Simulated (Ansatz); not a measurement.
Formation energy of the bound charge states of Fe_Al in wurtzite AlN (start: the Al site; 96-site cell, 2×2×2 shifted sampling) against the Fermi level, Al-rich (Δμ(Al) = 0.00 eV, Δμ(Fe) = -0.63 eV, bounded by AlFe (Pm-3m); only phases computed here count, gases as isolated molecules at 0 K). Computed with PBE, PAW (plane waves to 420 eV; Ansatz, a first-principles code).

Cell and caveats: 96-site cell; 2×2×2 shifted k-points; host gap 4.03 eV; charged states image-corrected; no Hubbard U; energies good to tenths of an eV; flagged in the runs: a host whose relaxation on this sampling wasn't shown to rest.

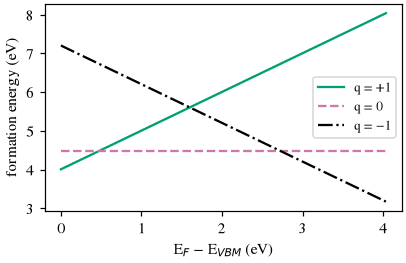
Fig. 1. Formation energy of each charge state against the Fermi level

Crossings of the lowest lines: (+1/0) at 0.48 eV; (0/−1) at 2.72 eV. At the valence-band maximum: q = +1: 4.01 eV; q = 0: 4.49 eV; q = −1: 7.20 eV.
